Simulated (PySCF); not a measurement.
# C6H5Br: electronic excitations at several levels of theory

How much do the electronic excitations of C6H5Br (`Brc1ccccc1`) depend on the level of theory, and what does each level cost?

Computed with PySCF 2.14.0, with density-fitted response routines of our own, on a single molecule in the gas phase. Atoms count from 0, in the outputs and in this text.

### Step 1. The molecule as given

12 atoms, charge 0, multiplicity 1; geometry from: GFN2-xTB.

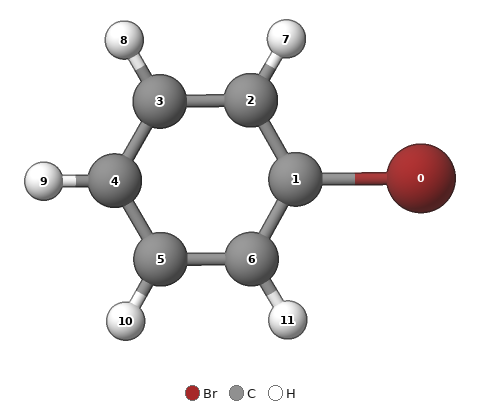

As it starts; bromine red, carbon grey, hydrogen white, atoms numbered.

### Step 2. Geometry optimisation at PBE0-D3(BJ)/def2-SVP

What the job is given:

```
{"job": {"xc": "PBE0", "basis": "def2-SVP", "d3": "d3bj", "grid": 2, "kind": "geom"}, "charge": 0, "multiplicity": 1}
Br     1.622820     0.106930     0.004180
C     -0.281680    -0.018770     0.001580
C     -1.036260     1.141430    -0.016010
C     -2.416900     1.043020    -0.020790
C     -3.028840    -0.199380    -0.010990
C     -2.259290    -1.351040     0.007220
C     -0.877660    -1.267500     0.010450
H     -0.550610     2.105140    -0.023540
H     -3.013060     1.942930    -0.033610
H     -4.105810    -0.270610    -0.016460
H     -2.732320    -2.321370     0.016940
H     -0.269860    -2.159190     0.021160
```

Standard output:

```text
step   0  E = -2804.76240878  max force = 0.015607
step   1  E = -2804.76354436  max force = 0.004312
step   2  E = -2804.76337497  max force = 0.007369
step   3  E = -2804.76359049  max force = 0.001614
step   4  E = -2804.76361140  max force = 0.000325
step   5  E = -2804.76361149  max force = 0.000315
optimisation converged
```

Wall time 1.8 min (4 threads of Intel Xeon at 2.50GHz (Skylake/Cascade Lake), shared host).

Relaxation path: (the energy doesn't fall at every step)

| step | energy from step 0 (eV) | largest force component (eV/Å) |
| --- | --- | --- |
| 0 | 0.0000 | 0.8025 |
| 1 | -0.0309 | 0.2217 |
| 2 | -0.0263 | 0.3789 |
| 3 | -0.0322 | 0.0830 |
| 4 | -0.0327 | 0.0167 |
| 5 | -0.0327 | 0.0162 |

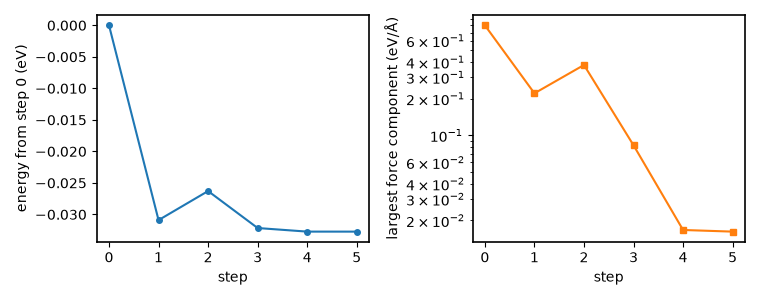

Energy and largest force along the relaxation.

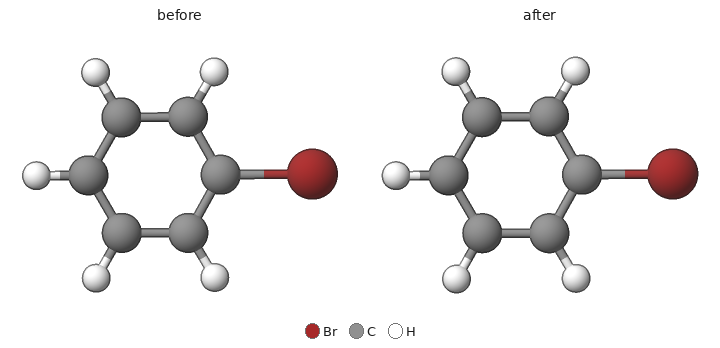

Before and after, at one scale.

Close pairs (by a distance rule), those that changed most:

| bond | before (Å) | after (Å) | change (Å) |
| --- | --- | --- | --- |
| Br0–C1 | 1.909 | 1.888 | -0.020 |
| C5–H10 | 1.080 | 1.093 | +0.013 |
| C3–H8 | 1.080 | 1.093 | +0.013 |
| C4–H9 | 1.079 | 1.092 | +0.013 |
| C2–H7 | 1.079 | 1.091 | +0.012 |
| C6–H11 | 1.079 | 1.091 | +0.012 |
| C1–C6 | 1.384 | 1.394 | +0.010 |
| C1–C2 | 1.384 | 1.394 | +0.010 |

The final coordinates are the input of the step that follows.

| at the end point | value |
| --- | --- |
| point group (found at 0.08 Å tolerance) | C2v |
| rotational constants (GHz, main isotopes) | 5.678, 0.996, 0.847 |
| dipole moment (D) | 1.62 |

### Step 3. Excited states and response: CAM-B3LYP/def2-SVPD

What the job is given:

```
{"job": {"kind": "uv", "xc": "CAM-B3LYP", "basis": "def2-SVPD", "nstates": 12, "ntriplets": 4}, "charge": 0, "multiplicity": 1}
Br     1.617452     0.108853     0.005856
C     -0.266443    -0.018015    -0.000523
C     -1.029220     1.148727    -0.016364
C     -2.419433     1.048883    -0.021013
C     -3.038382    -0.200153    -0.009958
C     -2.261252    -1.357361     0.005855
C     -0.869932    -1.274772     0.010688
H     -0.537993     2.123124    -0.024929
H     -3.021559     1.960447    -0.033448
H     -4.128148    -0.271794    -0.013709
H     -2.739062    -2.339840     0.014613
H     -0.255499    -2.176508     0.023062
```

Method: TDDFT CAM-B3LYP/def2-SVPD, vertical, gas phase, core orbitals frozen in the response.

Standard output:

```text
coarse grid: 50776 points
cycle   1  E = -2805.2953989300  dE =  1.950e-01  |g| = 3.124e-01  |ddm| = 1.288e+01
cycle   2  E = -2805.3008872259  dE = -5.488e-03  |g| = 3.066e-01  |ddm| = 3.971e+00
cycle   3  E = -2805.3224825162  dE = -2.160e-02  |g| = 6.895e-02  |ddm| = 9.368e-01
cycle   4  E = -2805.3236476547  dE = -1.165e-03  |g| = 2.747e-02  |ddm| = 5.073e-01
cycle   5  E = -2805.3238339703  dE = -1.863e-04  |g| = 6.207e-03  |ddm| = 1.023e-01
cycle   6  E = -2805.3238443707  dE = -1.040e-05  |g| = 1.055e-03  |ddm| = 3.122e-02
cycle   7  E = -2805.3238447644  dE = -3.937e-07  |g| = 5.645e-04  |ddm| = 9.471e-03
final grid: 107184 points
cycle   8  E = -2805.3238242543  dE = -3.274e-08  |g| = 5.607e-04  |ddm| = 8.030e-03
cycle   9  E = -2805.3238242379  dE =  1.646e-08  |g| = 6.372e-04  |ddm| = 3.956e-03
cycle  10  E = -2805.3238243376  dE = -9.972e-08  |g| = 4.069e-05  |ddm| = 1.842e-03
cycle  11  E = -2805.3238243380  dE = -4.511e-10  |g| = 2.218e-05  |ddm| = 2.533e-04
converged SCF energy = -2805.3238243380

Static polarisability (au): isotropic 89.608, principal 55.672 91.359 121.794

Singlet excitations
state   eV       nm        f      main configurations
  1   5.3010    233.9   0.00151   H->L+1 0.63, H-1->L 0.34
  2   5.7622    215.2   0.00008   H->L+2 0.83
  3   5.8768    211.0   0.11855   H->L 0.80, H-1->L+1 0.18
  4   6.6892    185.3   0.07015   H-2->L+2 0.60, H-1->L 0.15, H->L+1 0.10
  5   6.7698    183.1   0.22847   H-1->L 0.43, H->L+1 0.26, H-2->L+2 0.23
  6   6.8168    181.9   0.58825   H-1->L+1 0.75, H->L 0.17
  7   6.8814    180.2   0.00000   H-1->L+2 0.89
  8   6.9680    177.9   0.00000   H-2->L 0.96
  9   7.0562    175.7   0.02628   H->L+3 0.88
 10   7.2877    170.1   0.00240   H-2->L+1 0.95
 11   7.5499    164.2   0.00000   H->L+5 0.75
 12   7.6707    161.6   0.00000   H->L+4 0.91

Triplet excitations (Tamm-Dancoff, eV): 3.9848 4.6570 4.7268 5.1348
```

Run time: 83 s. Hardware: 4 threads of Intel Xeon at 2.50GHz (Skylake/Cascade Lake), shared host.

Frontier orbitals and where they lie:

| orbital | eV | atoms |
| --- | --- | --- |
| HOMO−3 | -10.49 | Br0 49 %, C1 14 %, C4 13 % |
| HOMO−2 | -9.68 | Br0 84 %, C1 9 % |
| HOMO−1 | -8.95 | C6 20 %, C2 20 %, C3 20 % |
| HOMO | -8.30 | Br0 33 %, C1 18 %, C4 17 % |
| LUMO | 0.39 | C1 22 %, C4 21 %, C3 11 % |
| LUMO+1 | 0.42 | C5 19 %, C3 18 %, C2 18 % |
| LUMO+2 | 0.84 | Br0 61 %, C1 15 % |

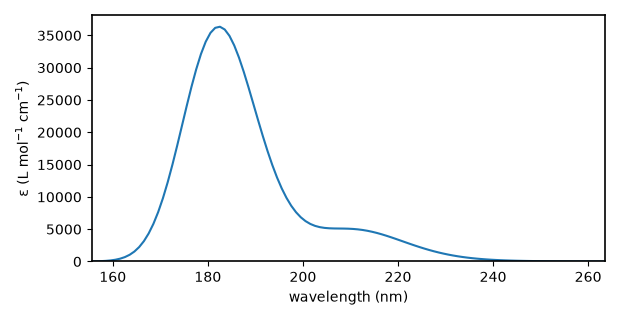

Absorption spectrum: each of the 12 states is a Gaussian band of 0.4 eV half-width at 1/e. Beyond the last state computed it falls off for lack of states.

Ground-state properties from the same run:

| property | computed |
| --- | --- |
| dipole moment (D) | 1.79 |
| polarisability (Å³) | 13.28 |
| HOMO–LUMO gap (eV) | 8.69 |
| −ε(HOMO) (eV) | 8.30 |

### Step 4. Ultraviolet spectrum: PBE0/def2-SVPD

Settings changed since step 3:

```diff
@@ -1,2 +1,2 @@
-{"job": {"kind": "uv", "xc": "CAM-B3LYP", "basis": "def2-SVPD", "nstates": 12, "ntriplets": 4}, "charge": 0, "multiplicity": 1}
+{"job": {"kind": "uv", "xc": "PBE0", "basis": "def2-SVPD", "nstates": 12, "ntriplets": 4}, "charge": 0, "multiplicity": 1}
 Br     1.617452     0.108853     0.005856
```

With the program's defaults for keys left out, this is: TDDFT PBE0/def2-SVPD, vertical, gas phase, core orbitals frozen in the response.

Standard output:

```text
coarse grid: 50776 points
cycle   1  E = -2804.7377405045  dE = -1.255e-02  |g| = 3.108e-01  |ddm| = 1.481e+01
cycle   2  E = -2804.7267589749  dE =  1.098e-02  |g| = 3.734e-01  |ddm| = 3.556e+00
cycle   3  E = -2804.7613862126  dE = -3.463e-02  |g| = 8.024e-02  |ddm| = 1.085e+00
cycle   4  E = -2804.7628934097  dE = -1.507e-03  |g| = 3.831e-02  |ddm| = 4.629e-01
cycle   5  E = -2804.7632947680  dE = -4.014e-04  |g| = 6.143e-03  |ddm| = 1.807e-01
cycle   6  E = -2804.7633067352  dE = -1.197e-05  |g| = 2.100e-03  |ddm| = 3.287e-02
cycle   7  E = -2804.7633073924  dE = -6.573e-07  |g| = 1.913e-04  |ddm| = 5.579e-03
final grid: 107184 points
cycle   8  E = -2804.7633315546  dE = -2.459e-08  |g| = 2.630e-04  |ddm| = 1.536e-02
cycle   9  E = -2804.7633315176  dE =  3.698e-08  |g| = 4.541e-04  |ddm| = 2.891e-03
cycle  10  E = -2804.7633315727  dE = -5.504e-08  |g| = 4.766e-05  |ddm| = 1.819e-03
cycle  11  E = -2804.7633315732  dE = -5.612e-10  |g| = 1.139e-05  |ddm| = 1.390e-04
converged SCF energy = -2804.7633315732

Static polarisability (au): isotropic 90.049, principal 55.707 91.390 123.049

Singlet excitations
state   eV       nm        f      main configurations
  1   5.2131    237.8   0.00306   H->L+1 0.71, H-1->L 0.28
  2   5.6347    220.0   0.00005   H->L+2 0.97
  3   5.7424    215.9   0.14759   H->L 0.85, H-1->L+1 0.12
  4   6.4189    193.2   0.00000   H-2->L 0.99
  5   6.4503    192.2   0.00000   H-1->L+2 0.98
  6   6.5213    190.1   0.17195   H-1->L 0.54, H->L+1 0.24, H-3->L+1 0.15
  7   6.5665    188.8   0.00198   H-2->L+1 0.99
  8   6.7079    184.8   0.42506   H-1->L+1 0.76, H-3->L 0.12, H->L 0.09
  9   6.7204    184.5   0.01143   H-2->L+2 0.92
 10   6.9515    178.4   0.02109   H->L+3 0.96
 11   7.4116    167.3   0.00030   H->L+5 0.92
 12   7.4591    166.2   0.00000   H->L+4 0.98

Triplet excitations (Tamm-Dancoff, eV): 3.9516 4.5377 4.6523 5.0772
```

Wall time 67 s (4 threads of Intel Xeon at 2.50GHz (Skylake/Cascade Lake), shared host).

In short: HOMO -7.12 eV, LUMO -0.68 eV; lowest singlet 5.21 eV.

### Step 5. Ultraviolet spectrum: PBE/def2-SVPD

Settings changed since step 4:

```diff
@@ -1,2 +1,2 @@
-{"job": {"kind": "uv", "xc": "PBE0", "basis": "def2-SVPD", "nstates": 12, "ntriplets": 4}, "charge": 0, "multiplicity": 1}
+{"job": {"kind": "uv", "xc": "PBE", "basis": "def2-SVPD", "nstates": 12, "ntriplets": 4}, "charge": 0, "multiplicity": 1}
 Br     1.617452     0.108853     0.005856
```

Level: TDDFT PBE/def2-SVPD, vertical, gas phase, core orbitals frozen in the response.

Standard output:

```text
coarse grid: 50776 points
cycle   1  E = -2804.5966336891  dE = -2.426e-01  |g| = 4.640e-01  |ddm| = 1.651e+01
cycle   2  E = -2804.5023465608  dE =  9.429e-02  |g| = 7.329e-01  |ddm| = 3.009e+00
cycle   3  E = -2804.6480198261  dE = -1.457e-01  |g| = 1.174e-01  |ddm| = 2.456e+00
cycle   4  E = -2804.6510179897  dE = -2.998e-03  |g| = 7.772e-02  |ddm| = 5.824e-01
cycle   5  E = -2804.6527348000  dE = -1.717e-03  |g| = 1.584e-02  |ddm| = 3.575e-01
cycle   6  E = -2804.6528047433  dE = -6.994e-05  |g| = 6.407e-03  |ddm| = 6.044e-02
cycle   7  E = -2804.6528120704  dE = -7.327e-06  |g| = 1.413e-03  |ddm| = 1.816e-02
final grid: 107184 points
cycle   8  E = -2804.6528345307  dE =  1.322e-06  |g| = 2.744e-03  |ddm| = 3.037e-02
cycle   9  E = -2804.6528288483  dE =  5.682e-06  |g| = 5.473e-03  |ddm| = 2.331e-02
cycle  10  E = -2804.6528364282  dE = -7.580e-06  |g| = 2.410e-04  |ddm| = 1.495e-02
cycle  11  E = -2804.6528364428  dE = -1.462e-08  |g| = 6.757e-05  |ddm| = 7.206e-04
cycle  12  E = -2804.6528364442  dE = -1.352e-09  |g| = 1.741e-05  |ddm| = 3.512e-04
cycle  13  E = -2804.6528364442  dE = -4.638e-11  |g| = 4.717e-06  |ddm| = 5.275e-05
converged SCF energy = -2804.6528364442

Static polarisability (au): isotropic 92.682, principal 56.679 93.691 127.675

Singlet excitations
state   eV       nm        f      main configurations
  1   4.7766    259.6   0.00497   H->L 0.81, H-1->L+1 0.18
  2   5.2333    236.9   0.00009   H->L+2 0.99
  3   5.2738    235.1   0.16240   H->L+1 0.87
  4   5.4602    227.1   0.00083   H-2->L 0.99
  5   5.4855    226.0   0.00000   H-2->L+1 1.00
  6   5.7211    216.7   0.00000   H-1->L+2 1.00
  7   5.9372    208.8   0.05610   H-1->L+1 0.52, H-3->L 0.38
  8   6.3131    196.4   0.00121   H-2->L+2 0.97
  9   6.3666    194.7   0.18710   H-1->L 0.72, H-3->L+1 0.24
 10   6.3694    194.7   0.01532   H->L+3 1.00
 11   6.7976    182.4   0.00000   H->L+4 1.00
 12   6.8104    182.1   0.00196   H->L+5 0.98

Triplet excitations (Tamm-Dancoff, eV): 3.9731 4.2546 4.5342 4.8590
```

Wall time 54 s (4 threads of Intel Xeon at 2.50GHz (Skylake/Cascade Lake), shared host).

In short: HOMO -6.09 eV, LUMO -1.58 eV; lowest singlet 4.78 eV.

### Step 6. TDDFT and polarisability: B3LYP/def2-SVPD

Settings changed since step 5:

```diff
@@ -1,2 +1,2 @@
-{"job": {"kind": "uv", "xc": "PBE", "basis": "def2-SVPD", "nstates": 12, "ntriplets": 4}, "charge": 0, "multiplicity": 1}
+{"job": {"kind": "uv", "xc": "B3LYP", "basis": "def2-SVPD", "nstates": 12, "ntriplets": 4}, "charge": 0, "multiplicity": 1}
 Br     1.617452     0.108853     0.005856
```

With the program's defaults for keys left out, this is: TDDFT B3LYP/def2-SVPD, vertical, gas phase, core orbitals frozen in the response.

Standard output:

```text
coarse grid: 50776 points
cycle   1  E = -2805.3343119328  dE = -6.751e-02  |g| = 3.540e-01  |ddm| = 1.446e+01
cycle   2  E = -2805.3141850657  dE =  2.013e-02  |g| = 4.437e-01  |ddm| = 2.927e+00
cycle   3  E = -2805.3641307995  dE = -4.995e-02  |g| = 8.994e-02  |ddm| = 1.276e+00
cycle   4  E = -2805.3659835229  dE = -1.853e-03  |g| = 4.557e-02  |ddm| = 4.725e-01
cycle   5  E = -2805.3665551403  dE = -5.716e-04  |g| = 7.694e-03  |ddm| = 2.072e-01
cycle   6  E = -2805.3665735222  dE = -1.838e-05  |g| = 2.884e-03  |ddm| = 3.580e-02
cycle   7  E = -2805.3665748118  dE = -1.290e-06  |g| = 1.883e-04  |ddm| = 7.724e-03
final grid: 107184 points
cycle   8  E = -2805.3665560892  dE = -4.135e-08  |g| = 2.672e-04  |ddm| = 1.741e-02
cycle   9  E = -2805.3665560379  dE =  5.123e-08  |g| = 4.948e-04  |ddm| = 2.118e-03
cycle  10  E = -2805.3665561075  dE = -6.962e-08  |g| = 5.925e-05  |ddm| = 1.395e-03
cycle  11  E = -2805.3665561083  dE = -7.458e-10  |g| = 1.286e-05  |ddm| = 2.302e-04
converged SCF energy = -2805.3665561083

Static polarisability (au): isotropic 91.075, principal 56.138 92.459 124.627

Singlet excitations
state   eV       nm        f      main configurations
  1   5.1044    242.9   0.00338   H->L+1 0.66, H-1->L 0.24
  2   5.4683    226.7   0.00008   H->L+2 0.98
  3   5.6125    220.9   0.14704   H->L 0.78, H-1->L+1 0.10, H->L+1 0.08
  4   6.2059    199.8   0.00000   H-1->L+2 0.99
  5   6.2180    199.4   0.00000   H-2->L 0.90, H-2->L+1 0.09
  6   6.3297    195.9   0.00155   H-2->L+1 0.90, H-2->L 0.09
  7   6.3725    194.6   0.14500   H-1->L 0.48, H->L+1 0.19, H-3->L+1 0.18
  8   6.5670    188.8   0.01041   H-2->L+2 0.94
  9   6.5864    188.2   0.38133   H-1->L+1 0.68, H-3->L 0.13
 10   6.6531    186.4   0.01960   H->L+3 0.98
 11   7.1142    174.3   0.00028   H->L+5 0.96
 12   7.1412    173.6   0.00000   H->L+4 0.98

Triplet excitations (Tamm-Dancoff, eV): 4.0000 4.4940 4.6329 5.0303
```

It took 66 s on 4 threads of Intel Xeon at 2.50GHz (Skylake/Cascade Lake), shared host.

In short: HOMO -6.89 eV, LUMO -0.86 eV; lowest singlet 5.10 eV.

### Step 7. Side by side: electronic excitations

Excitations and ground-state properties, with basis size and wall time:

| run | lowest singlet (eV) | brightest (eV) | f | gap (eV) | α (Å³) | μ (D) | functions | time |
| --- | --- | --- | --- | --- | --- | --- | --- | --- |
| CAM-B3LYP/def2-SVPD | 5.30 | 6.82 | 0.588 | 8.69 | 13.28 | 1.79 | 201 | 83 s |
| PBE0/def2-SVPD | 5.21 | 6.71 | 0.425 | 6.44 | 13.34 | 1.78 | 201 | 67 s |
| PBE/def2-SVPD | 4.78 | 6.37 | 0.187 | 4.52 | 13.73 | 1.67 | 201 | 54 s |
| B3LYP/def2-SVPD | 5.10 | 6.59 | 0.381 | 6.03 | 13.50 | 1.74 | 201 | 66 s |

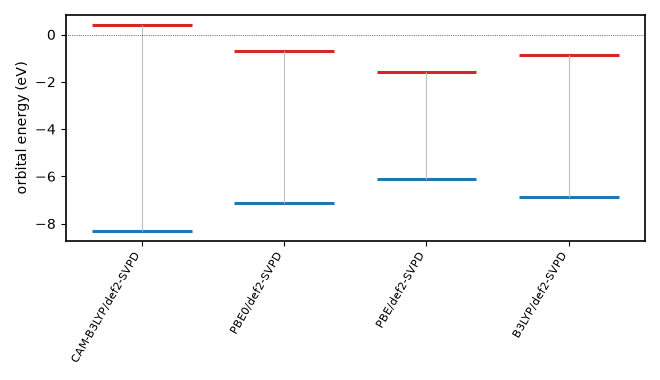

HOMO (blue) and LUMO (red) run by run.

### Step 8. Summary of results

| quantity | value |
| --- | --- |
| point group | C2v |
| rotational constants (main isotopes) | 5.68, 1.00, 0.85 GHz |
| lowest singlet (CAM-B3LYP/def2-SVPD) | 5.30 eV (234 nm), f = 0.002 |
| brightest single state of those computed | state 6, 6.82 eV, f = 0.588 |
| lowest triplet | 3.98 eV |
| range of the lowest singlet | 4.78 to 5.30 eV |

What this shows: Single values in the summary come from the first sound run of each kind (CAM-B3LYP/def2-SVPD), which need not be the best level. Relaxing lowered the energy by 0.033 eV in 5 steps; the close pair that moved most is Br0–C1, from 1.909 to 1.888 Å. The first singlet state (HOMO→LUMO+1 0.63, HOMO−1→LUMO 0.34) lies at 5.30 eV and is weak; of the 12 states computed, the strongest absorption comes from state 6 at 6.82 eV. The lowest triplet lies 1.32 eV below the lowest singlet (triplets in Tamm-Dancoff, singlets in full TDDFT). The lowest singlet runs from 4.78 eV (PBE/def2-SVPD) to 5.30 eV (CAM-B3LYP/def2-SVPD), while the orbital gap spans 4.52 to 8.69 eV: the excitation energy moves far less from run to run than the orbital gap does. The lowest state need not be the same one in every run.
